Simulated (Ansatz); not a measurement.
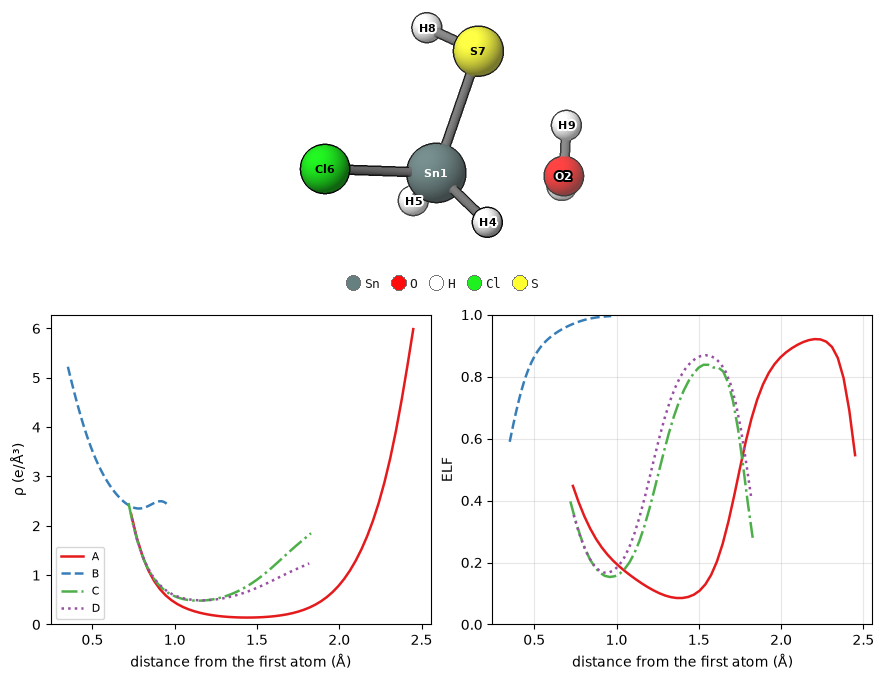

The picture shows: ClH3SSn···H2O. Electron density and ELF along straight lines between neighbouring atoms. The curves leave out the atomic cores. The structure is drawn too.

Core potentials replace the inner electrons of Sn.

Method: RKS B3LYP/def2-SVP (Ansatz 0.2.0).

Input file:

```
crystal:
  periodic: [false, false, false]
  atoms:
    - { symbol: Sn, position_ang: [-0.015235, -0.685976, -0.41417] }
    - { symbol: O, position_ang: [0.4727, 0.249624, 2.559393] }
    - { symbol: H, position_ang: [-0.366548, 0.335494, 3.031669] }
    - { symbol: H, position_ang: [1.274705, 0.415657, -0.584969] }
    - { symbol: H, position_ang: [-1.528853, -0.134232, 0.160206] }
    - { symbol: Cl, position_ang: [-0.518274, -1.489051, -2.606955] }
    - { symbol: S, position_ang: [0.821859, -2.601821, 0.853847] }
    - { symbol: H, position_ang: [-0.368633, -3.249602, 0.83219] }
    - { symbol: H, position_ang: [0.686479, -0.711693, 2.633788] }
basis:
  gaussian: { orbitals: def2-SVP }
hamiltonian:
  xc: b3lyp
relax:
  f_tol: 0.03
  max_steps: 50
output:
  orbitals: {}
```

Launched as:

```sh
ansatz run input.yaml --threads 2 --pin off --max-ram 3072MiB --backend cpu --events-out ev --progress --plain --runs-dir out
```

The fields are those of the run's last geometry, not of the input's.

### Which curve belongs to which contact (O–H, Sn–Cl, Sn–O and Sn–S)? The first atom named is at distance zero.

Curve A: Sn1···O2 (2.80 Å): the density falls to about 0.14 e/Å³ on the way; the ELF dips to about 0.10 between them. Curve B: O–H (0.97 Å): the density is about 3.7 e/Å³ at the midpoint; the ELF climbs to about 1 towards the hydrogen, as it does in any bond to H; an ordinary covalent bond to hydrogen. Curve C: Sn–Cl (2.40 Å): the density is about 0.49 e/Å³ at the midpoint; the ELF peaks at about 0.85 in the valence shell of Cl, 0.9 Å from its nucleus, and drops to about 0.15 between the two atoms. Curve D: Sn–S (2.46 Å): the density is about 0.5 e/Å³ at the midpoint; the ELF peaks at about 0.85 in the valence shell of S, 0.9 Å from its nucleus, and drops to about 0.15 between the two atoms.
